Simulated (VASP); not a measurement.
Band structure of V (bcc). Computed with optB86b-vdW, VASP's PBE PAW potentials (set 64) (plane waves; VASP 6.6.1).

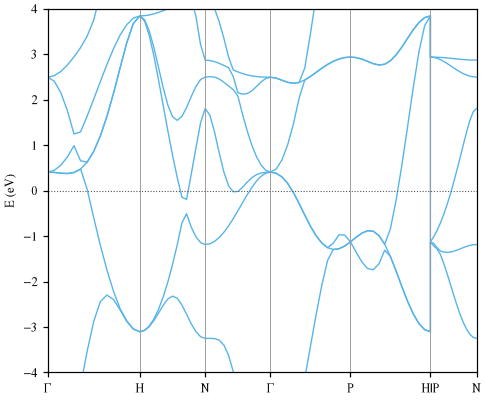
Figure. Bands along high-symmetry lines, zero at the valence-band maximum or, without a gap, the Fermi level

Task: Read the plot: is there a gap, and where are the band edges?

Result: It has no gap at this level: it comes out as a metal or semimetal. (Edges off the drawn lines would not show.)

The compound is V in the bcc structure. It was relaxed first, which changed the volume by -6 %. The run is not spin-polarised, so no magnetic state was tried.
